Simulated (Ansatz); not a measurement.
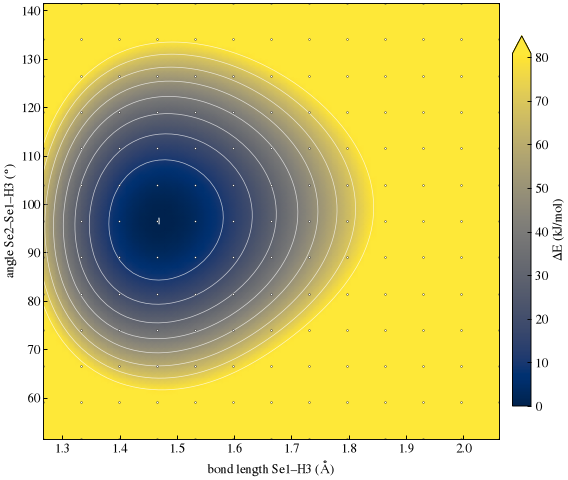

H2Se2, SMILES [SeH][SeH]. First axis: bond length Se1–H3. Second axis: angle Se2–Se1–H3. Nothing is relaxed (all other coordinates rigid). Grid: 13 × 13 points. Points are written as (first, second). All energies are given in kJ/mol relative to the lowest grid point. Computed with RKS PBE0-D4/def2-TZVP in Ansatz.

In the figure: a smooth colour map with a few white contour lines, dots at the grid points, one colour for all values above the top of the scale. Between grid points the surface is interpolated.

**Where is the minimum, and how stiff is the well along each coordinate?**

The interpolated minimum is at bond length Se1–H3 ≈ 1.473 Å, angle Se2–Se1–H3 ≈ 96.5°. The curvatures there are about 21 eV/Å² and 4.4 eV/rad², with a cross term of about −0.5 eV/(Å·rad). Round the minimum the two coordinates are weakly coupled (coupling −0.05 in units of the two stiffnesses). (1 eV is 96.5 kJ/mol.)
